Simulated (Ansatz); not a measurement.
Geometry relaxation of GeH$_{3}$Cl$_{3}$O$_{2}$ (part 1 of 2)

GeH$_{3}$Cl$_{3}$O$_{2}$, computed with RKS PBE0/def2-SVP (Ansatz 0.2.0).

The input holds or restrains some coordinates. It belongs to a series of runs on one base structure; here: pulled along the bonds that form and break, towards end B. Figures and captions count atoms from 1; the log counts them from 0 in places.

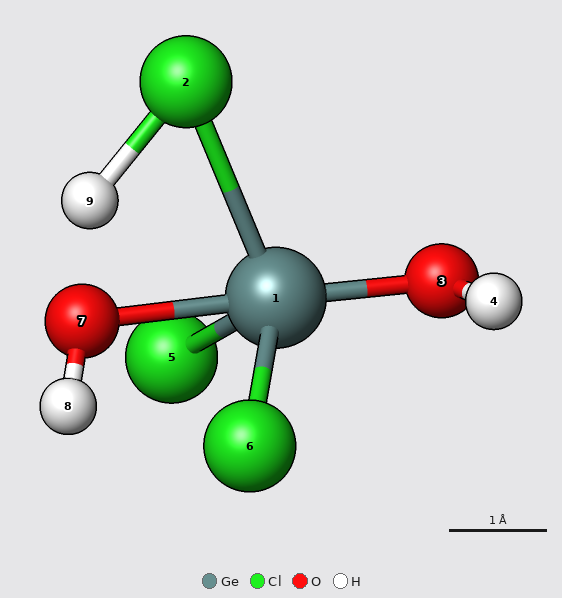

Fig. 1: The structure as given in the input (ball-and-stick view, seen on its broad side; atoms are numbered from 1 in the order of the input). Sticks mark near contacts.

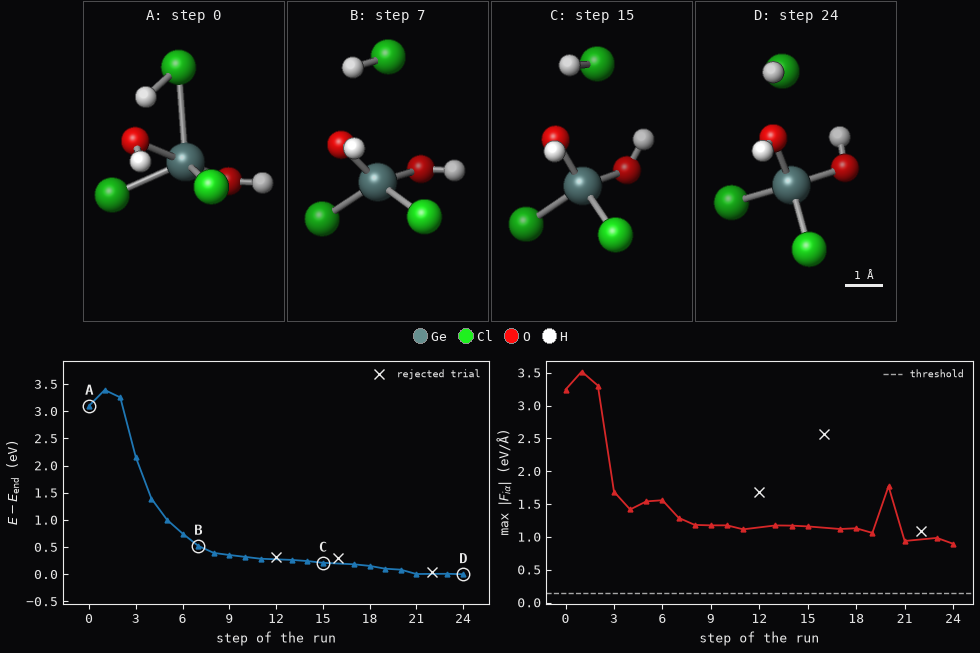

Fig. 2: Frames of the restrained relaxation (ball-and-stick view, seen at a tilt) above the curves, on which the letters mark them (the first geometry is step 0 here and step 1 in the log).

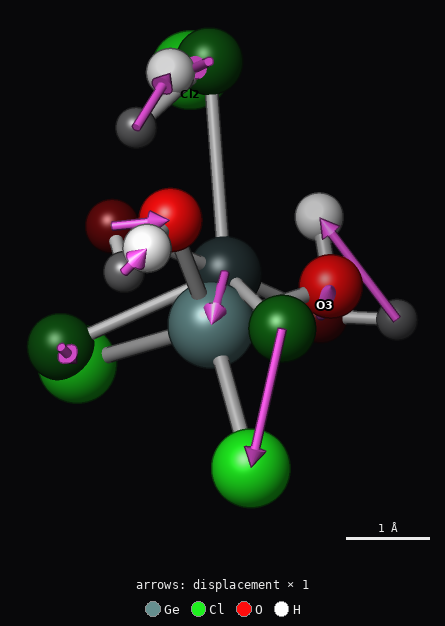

Fig. 3: Start (faint) and end (solid) with the displacements as pink arrows, at true length (ball-and-stick view, seen at a tilt). The two geometries are laid on each other by the best rigid fit. After 24 geometry steps the energy has fallen by 3.101 eV. The largest force component goes from 3.2 to 0.89 eV/Å. The line search rejected the trial steps at points 12, 16, 22 (counted from 0) and went back. Cl6 moves most after the best rigid fit: 1.75 Å. By element the largest moves are Cl 1.75 Å, H 1.56 Å, O 1.02 Å, Ge 0.86 Å. Distances before and after: Ge1–Cl2 2.570 → 3.429 Å, Ge1–O7 2.070 → 1.769 Å, Cl2–H9 1.592 → 1.333 Å, Ge1–Cl5 2.218 → 2.133 Å. Bonds break: Ge1–Cl2 (2.57 → 3.43 Å). Among the angles that change: O3–Ge1–O7 178.9° → 110.4°, Cl5–Ge1–O7 70.0° → 109.6°, Cl6–Ge1–O7 70.0° → 107.7°. (Atoms are counted from 1 in the order of the input.)

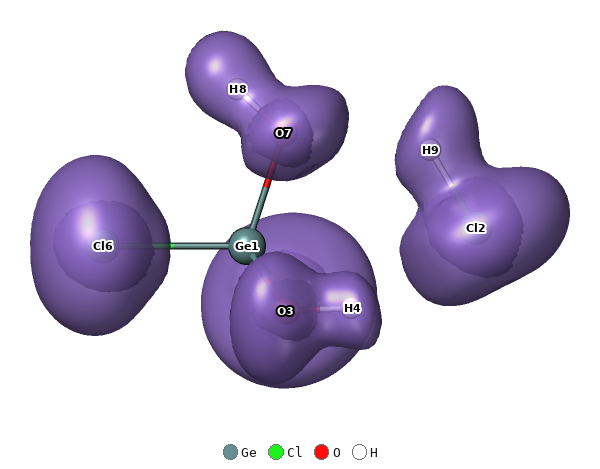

Fig. 4: Isosurface of the electron localisation function at 0.75 (purple), seen at a tilt. Core shells and regions of very low density are left out. Values along the shortest contacts: Ge–O (1.74 Å): the ELF peaks at about 0.85 in the valence shell of O, 0.6 Å from its nucleus, and is about 0.35 at the midpoint.

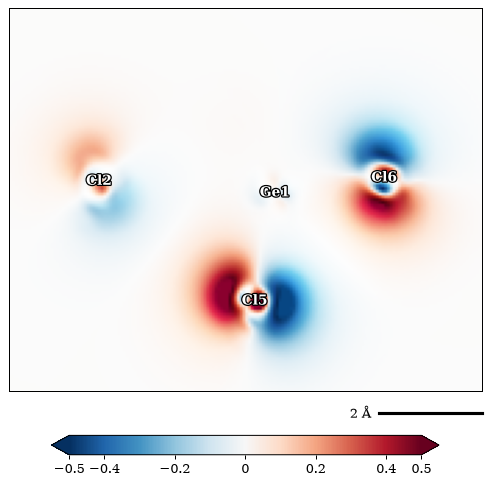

Fig. 5: The HOMO on the plane of atoms Cl5, Ge1 and Cl6 (values in Å⁻³ᐟ²; the overall sign is arbitrary). Its energy is −9.14 eV.

These pictures come from the run below.

### Input
```yaml
crystal:
  periodic: [false, false, false]
  atoms:
    - { symbol: Ge, position_ang: [0.0, 0.0, 0.0] }
    - { symbol: Cl, position_ang: [0.0, 0.0, 2.57] }
    - { symbol: O, position_ang: [1.6691, 0.0, -0.5894] }
    - { symbol: H, position_ang: [1.9855, -0.9521, -0.7061] }
    - { symbol: Cl, position_ang: [-1.0456, 1.8115, -0.7393] }
    - { symbol: Cl, position_ang: [-1.0456, -1.8115, -0.7393] }
    - { symbol: O, position_ang: [-1.9644, 0.0, 0.6527] }
    - { symbol: H, position_ang: [-2.5095, -0.6297, 0.0813] }
    - { symbol: H, position_ang: [-1.4056, 0.0, 1.8227] }
basis:
  gaussian: { orbitals: def2-SVP }
hamiltonian:
  xc: pbe0
relax:
  f_tol: 0.15
  max_steps: 25
  restrain:
    - { distance: [0, 6], at: 1.77, k: 30.0 }
    - { distance: [8, 1], at: 1.37, k: 30.0 }
    - { distance: [0, 1], at: 3.42, k: 30.0 }
    - { distance: [8, 6], at: 2.21, k: 30.0 }
output:
  orbitals: {}
```

Launch command:
```bash
ansatz run input.yaml --threads 4 --pin off --max-ram 5120MiB --backend cpu --events-out ev --progress --plain --runs-dir out
```

### The program's output
```
The last accepted step is kept in [file] (removed where the run ends without a failure and the disk answers)
Engine: ansatz 0.2.0, aarch64-unknown-linux-gnu
Functional definition: PBE0
  parameter a = 0.25
  parameter kappa = 0.804
  parameter beta = 0.06672455060314922
  exchange = (1 - a)*pbe_x(kappa = kappa, mu = beta*pi^2/3) + a*exact_x
  correlation = pbe_c(beta = beta)
1290 factors; integrals over basis functions are off by at most 3.8e-4 eV
mean field evaluation 1: about -98175.7418 eV, gradient 6.8e1 eV
mean field evaluation 2: about -98134.7966 eV, gradient 1.5e2 eV
mean field evaluation 4: about -98183.9182 eV, gradient 1.2e1 eV
mean field evaluation 8: about -98184.2051 eV, gradient 3.8e-1 eV
mean field evaluation 16: about -98184.2055 eV, gradient 4.7e-5 eV
mean field -98184.20548011 eV, -3608.2029997493 hartree, gradient 4.7e-5 eV, S^2 0.000000; 0 other end points of the search recorded, 0 dependent functions left out
the calculation of the forces begins
reference -98184.20550358 eV, -3608.2030006118 hartree; 51, 51 occupied and 78, 78 virtual orbitals, 1290 factors
relax step   1: F+E_penalty+E_count = -98184.20548011 eV  Δ(F+E_penalty+E_count) = +0.000e0 eV  max|allowed force component| = 3.242e0 eV/Å  E_restraint = 25.44075156 eV  max|allowed force component, restraints' pulls added| = 2.604e1 eV/Å  Δτ_max = 0.0000 Å  (30 SCF iters, accepted)
  distance Ge 0 - O 6 = 2.0700 Å
  distance H 8 - Cl 1 = 1.5919 Å
  distance Ge 0 - Cl 1 = 2.5700 Å
  distance H 8 - O 6 = 1.2966 Å
these checks for a lower state are left out or cut short: starts, cluster_reference, orbital_swaps, neighbouring_geometries, increment
1290 factors; integrals over basis functions are off by at most 5.0e-4 eV
mean field -98183.91497856 eV, -3608.1923240141 hartree, gradient 2.0e-5 eV, S^2 0.000000; 0 other end points of the search recorded, 0 dependent functions left out
[... from here on the field's lines of each further geometry are left out, up to the last ...]
relax step   2: F+E_penalty+E_count = -98183.91497856 eV  Δ(F+E_penalty+E_count) = +2.905e-1 eV  max|allowed force component| = 3.517e0 eV/Å  E_restraint = 10.66296997 eV  max|allowed force component, restraints' pulls added| = 1.896e1 eV/Å  Δτ_max = 0.1949 Å  (38 SCF iters, accepted)
relax step   3: F+E_penalty+E_count = -98184.05179784 eV  Δ(F+E_penalty+E_count) = -1.368e-1 eV  max|allowed force component| = 3.304e0 eV/Å  E_restraint = 2.86804117 eV  max|allowed force component, restraints' pulls added| = 9.291e0 eV/Å  Δτ_max = 0.1948 Å  (37 SCF iters, accepted)
relax step   4: F+E_penalty+E_count = -98185.15505358 eV  Δ(F+E_penalty+E_count) = -1.103e0 eV  max|allowed force component| = 1.687e0 eV/Å  E_restraint = 0.16736289 eV  max|allowed force component, restraints' pulls added| = 1.687e0 eV/Å  Δτ_max = 0.1910 Å  (36 SCF iters, accepted)
relax step   5: F+E_penalty+E_count = -98185.91492543 eV  Δ(F+E_penalty+E_count) = -7.599e-1 eV  max|allowed force component| = 1.417e0 eV/Å  E_restraint = 0.03375124 eV  max|allowed force component, restraints' pulls added| = 1.326e0 eV/Å  Δτ_max = 0.1948 Å  (32 SCF iters, accepted)
relax step   6: F+E_penalty+E_count = -98186.30402816 eV  Δ(F+E_penalty+E_count) = -3.891e-1 eV  max|allowed force component| = 1.540e0 eV/Å  E_restraint = 0.00756704 eV  max|allowed force component, restraints' pulls added| = 1.120e0 eV/Å  Δτ_max = 0.1949 Å  (30 SCF iters, accepted)
relax step   7: F+E_penalty+E_count = -98186.55769893 eV  Δ(F+E_penalty+E_count) = -2.537e-1 eV  max|allowed force component| = 1.557e0 eV/Å  E_restraint = 0.00715588 eV  max|allowed force component, restraints' pulls added| = 1.026e0 eV/Å  Δτ_max = 0.1950 Å  (30 SCF iters, accepted)
relax step   8: F+E_penalty+E_count = -98186.78320540 eV  Δ(F+E_penalty+E_count) = -2.255e-1 eV  max|allowed force component| = 1.290e0 eV/Å  E_restraint = 0.01911903 eV  max|allowed force component, restraints' pulls added| = 4.311e-1 eV/Å  Δτ_max = 0.1973 Å  (31 SCF iters, accepted)
relax step   9: F+E_penalty+E_count = -98186.91400057 eV  Δ(F+E_penalty+E_count) = -1.308e-1 eV  max|allowed force component| = 1.182e0 eV/Å  E_restraint = 0.02776823 eV  max|allowed force component, restraints' pulls added| = 2.455e-1 eV/Å  Δτ_max = 0.1969 Å  (30 SCF iters, accepted)
relax step  10: F+E_penalty+E_count = -98186.95234783 eV  Δ(F+E_penalty+E_count) = -3.835e-2 eV  max|allowed force component| = 1.175e0 eV/Å  E_restraint = 0.02762714 eV  max|allowed force component, restraints' pulls added| = 4.346e-1 eV/Å  Δτ_max = 0.1999 Å  (31 SCF iters, accepted)
relax step  11: F+E_penalty+E_count = -98186.98661448 eV  Δ(F+E_penalty+E_count) = -3.427e-2 eV  max|allowed force component| = 1.175e0 eV/Å  E_restraint = 0.02872429 eV  max|allowed force component, restraints' pulls added| = 2.990e-1 eV/Å  Δτ_max = 0.1950 Å  (29 SCF iters, accepted)
relax step  12: F+E_penalty+E_count = -98187.02107982 eV  Δ(F+E_penalty+E_count) = -3.447e-2 eV  max|allowed force component| = 1.114e0 eV/Å  E_restraint = 0.03241996 eV  max|allowed force component, restraints' pulls added| = 5.414e-1 eV/Å  Δτ_max = 0.1995 Å  (28 SCF iters, accepted)
relax step  13: F+E_penalty+E_count = -98186.98813685 eV  Δ(F+E_penalty+E_count) = +3.294e-2 eV  max|allowed force component| = 1.680e0 eV/Å  E_restraint = 0.03138526 eV  max|allowed force component, restraints' pulls added| = 1.680e0 eV/Å  Δτ_max = 0.1952 Å  (29 SCF iters, rejected (line search))
relax step  14: F+E_penalty+E_count = -98187.04278720 eV  Δ(F+E_penalty+E_count) = -2.171e-2 eV  max|allowed force component| = 1.174e0 eV/Å  E_restraint = 0.03059035 eV  max|allowed force component, restraints' pulls added| = 3.022e-1 eV/Å  Δτ_max = 0.0976 Å  (30 SCF iters, accepted)
relax step  15: F+E_penalty+E_count = -98187.06378756 eV  Δ(F+E_penalty+E_count) = -2.100e-2 eV  max|allowed force component| = 1.171e0 eV/Å  E_restraint = 0.03092222 eV  max|allowed force component, restraints' pulls added| = 2.453e-1 eV/Å  Δτ_max = 0.1000 Å  (30 SCF iters, accepted)
relax step  16: F+E_penalty+E_count = -98187.09593926 eV  Δ(F+E_penalty+E_count) = -3.215e-2 eV  max|allowed force component| = 1.159e0 eV/Å  E_restraint = 0.03045520 eV  max|allowed force component, restraints' pulls added| = 3.006e-1 eV/Å  Δτ_max = 0.1498 Å  (29 SCF iters, accepted)
relax step  17: F+E_penalty+E_count = -98187.01324389 eV  Δ(F+E_penalty+E_count) = +8.270e-2 eV  max|allowed force component| = 2.565e0 eV/Å  E_restraint = 0.01670806 eV  max|allowed force component, restraints' pulls added| = 2.565e0 eV/Å  Δτ_max = 0.1903 Å  (36 SCF iters, rejected (line search))
relax step  18: F+E_penalty+E_count = -98187.12380990 eV  Δ(F+E_penalty+E_count) = -2.787e-2 eV  max|allowed force component| = 1.119e0 eV/Å  E_restraint = 0.03015890 eV  max|allowed force component, restraints' pulls added| = 3.125e-1 eV/Å  Δτ_max = 0.0950 Å  (30 SCF iters, accepted)
relax step  19: F+E_penalty+E_count = -98187.15255314 eV  Δ(F+E_penalty+E_count) = -2.874e-2 eV  max|allowed force component| = 1.131e0 eV/Å  E_restraint = 0.02786488 eV  max|allowed force component, restraints' pulls added| = 7.009e-1 eV/Å  Δτ_max = 0.0989 Å  (30 SCF iters, accepted)
relax step  20: F+E_penalty+E_count = -98187.20464094 eV  Δ(F+E_penalty+E_count) = -5.209e-2 eV  max|allowed force component| = 1.060e0 eV/Å  E_restraint = 0.02670756 eV  max|allowed force component, restraints' pulls added| = 5.363e-1 eV/Å  Δτ_max = 0.1500 Å  (30 SCF iters, accepted)
relax step  21: F+E_penalty+E_count = -98187.22241588 eV  Δ(F+E_penalty+E_count) = -1.777e-2 eV  max|allowed force component| = 1.772e0 eV/Å  E_restraint = 0.02205500 eV  max|allowed force component, restraints' pulls added| = 1.772e0 eV/Å  Δτ_max = 0.1930 Å  (30 SCF iters, accepted)
relax step  22: F+E_penalty+E_count = -98187.30229603 eV  Δ(F+E_penalty+E_count) = -7.988e-2 eV  max|allowed force component| = 9.370e-1 eV/Å  E_restraint = 0.02227710 eV  max|allowed force component, restraints' pulls added| = 1.297e-1 eV/Å  Δτ_max = 0.1999 Å  (29 SCF iters, accepted)
relax step  23: F+E_penalty+E_count = -98187.27298027 eV  Δ(F+E_penalty+E_count) = +2.932e-2 eV  max|allowed force component| = 1.090e0 eV/Å  E_restraint = 0.01286833 eV  max|allowed force component, restraints' pulls added| = 4.973e-1 eV/Å  Δτ_max = 0.1590 Å  (30 SCF iters, rejected (line search))
```
